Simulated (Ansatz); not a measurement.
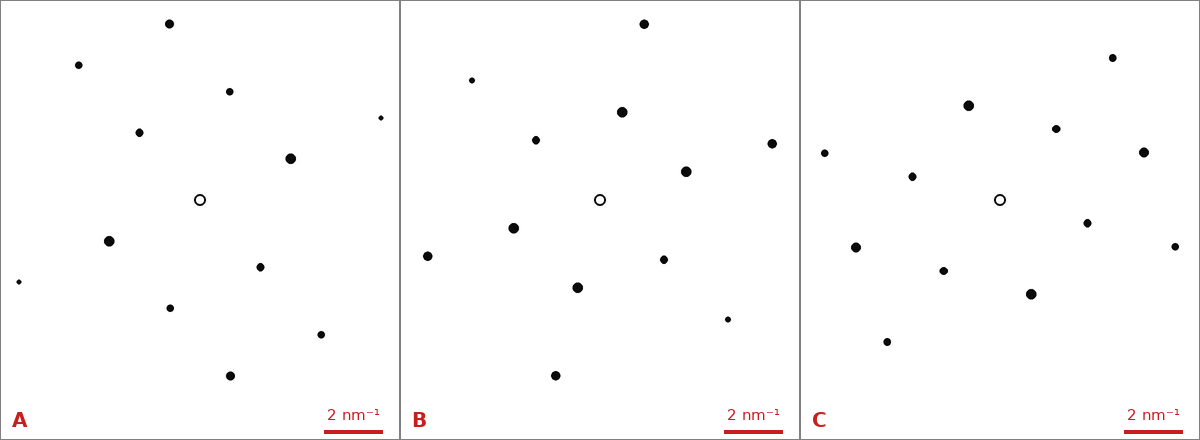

The patterns are kinematic simulations for 200 kV electrons (no multiple scattering; isotropic B = 0.5 Å²).

All three come from La, space group P6_3/mmc (No. 194), a = 3.770 Å, c = 12.130 Å (hexagonal axes). Structure: the end point of a relaxation at fixed volume with DFT PBE, spin-orbit coupling, plane waves, PAW (Ansatz).

> Assign the zone axes [101], [211], [311] to A, B and C.

A is [311]: oblique net of 0 1 -1 at d = 3.15 Å and -1 1 2 at d = 2.87 Å, at 72.4°. B is [101]: centred rectangular net of 0 1 0 at d = 3.26 Å and 1 0 -1 at d = 3.15 Å, at 61.1°. C is [211]: centred rectangular net of 0 1 -1 at d = 3.15 Å and -1 1 1 at d = 3.15 Å, at 66.5°.
